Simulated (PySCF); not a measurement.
**C$_{5}$H$_{11}$O$_{2}$PSi$_{2}$ (SMILES COC(=O)C#C[SiH2]P[SiH2]C): density, localisation and related maps**

Input

```
{"job": {"kind": "nmr", "xc": "PBE0", "basis": "pcSseg-1"}, "charge": 0, "multiplicity": 1}
C     -5.351239    -0.622295    -1.079225
O     -4.173957    -0.000246    -0.590355
C     -3.363515    -0.779634     0.138023
O     -3.579581    -1.935077     0.400799
C     -2.189792    -0.053972     0.555970
C     -1.183798     0.501538     0.928949
Si     0.432474     1.295880     1.365179
P      1.780515     0.794020    -0.346369
Si     3.758686     0.504344     0.667318
C      4.911193    -0.342800    -0.579483
H     -5.971478    -0.970087    -0.250295
H     -5.875954     0.133632    -1.657605
H     -5.095497    -1.477650    -1.708569
H      0.830530     0.767709     2.675107
H      0.266731     2.749598     1.399381
H      1.450470    -0.547169    -0.378862
H      4.238278     1.844686     1.020240
H      3.664226    -0.297470     1.896073
H      4.555336    -1.337688    -0.834080
H      4.971268     0.230004    -1.500974
H      5.916185    -0.440380    -0.180651
```

Launched as:

```sh
OMP_NUM_THREADS=1 python probes_run.py task.json out
```

Geometry: GFN2-xTB.

All numbers below come from PBE0/pcSseg-1, SCF density, gas phase, non-relativistic in PySCF 2.14.0.

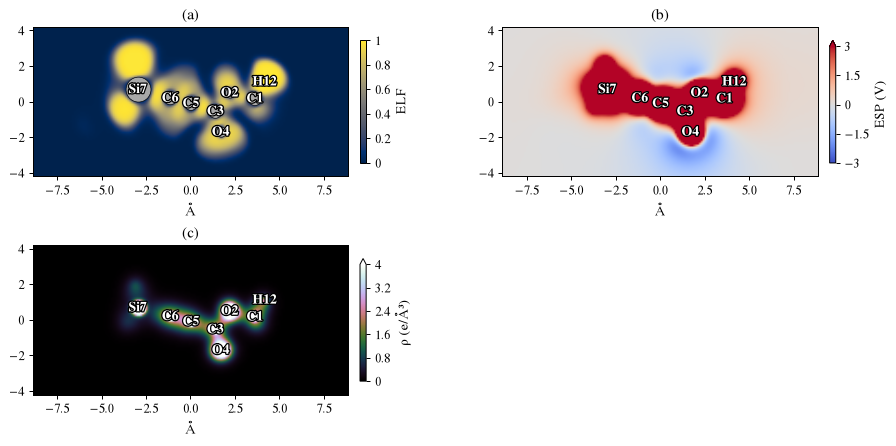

Figure 1. (a) electron localisation function; (b) molecular electrostatic potential; (c) electron density on the plane of atoms O2, C3 and C5. Grey discs cover the atomic cores in the ELF map.

Interpret the plot.

Answer. The section cuts through C, O, Si and H sites.
C–O (1.20 Å): the density is about 3.3 e/Å³ at the midpoint; the ELF peaks at about 0.85 between the atoms: a multiple bond.
C–C (1.21 Å): ρ at the midpoint is about 2.7 e/Å³; the ELF peaks at about 0.85 between the atoms; a multiple bond.
C–Si (1.85 Å): ρ at the midpoint is about 0.91 e/Å³; the ELF peaks at about 0.95 between the atoms, as expected for a covalent bond.
C–H (1.09 Å): the density is about 2.1 e/Å³ at the midpoint; the ELF climbs to about 1 towards the hydrogen, as it does in any bond to H; a covalent bond by its length.
C–O (1.34 Å): the density is about 2.5 e/Å³ at the midpoint; the ELF peaks at about 0.90 between the atoms: a polar covalent bond.
The ELF also peaks beside O4 and O2, away from the bonds: lone-pair regions.
Outside the dense part of the molecule the potential is most negative (−2.0 V) near O4.

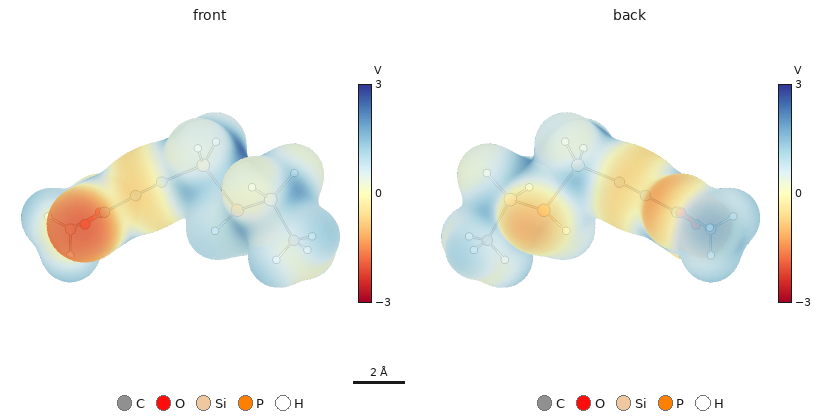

Figure 2. The electrostatic potential painted on the density surface at 0.004 e/bohr³, seen from the front and from behind; the colour scale runs from red (negative) to blue (positive).

Which sites attract a positive test charge, and which a negative one?

Answer. A positive charge is drawn to the negative regions and a negative charge to the positive ones. The most negative region (about −1.8 V, or −42 kcal/mol for a unit charge) lies over O4, the most positive (about +2.3 V, or +53 kcal/mol for a unit charge) over Si7. O4 is the likeliest acceptor of a hydrogen bond.

How polar is the molecule by this calculation?

Answer. Its dipole moment is 1.18 D.
